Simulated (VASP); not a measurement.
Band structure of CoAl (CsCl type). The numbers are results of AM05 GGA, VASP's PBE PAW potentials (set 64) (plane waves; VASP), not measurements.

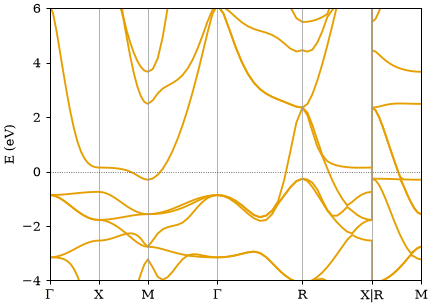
Figure. Bands along high-symmetry lines, zero at the valence-band maximum or, without a gap, the Fermi level

Task: Read the plot: is there a gap, and where are the band edges?

Result: It has no gap at this level: it comes out as a metal or semimetal. (Edges off the drawn lines would not show.)

The compound is CoAl in the CsCl type structure. It was relaxed first. The run is not spin-polarised, so no magnetic state was tried.
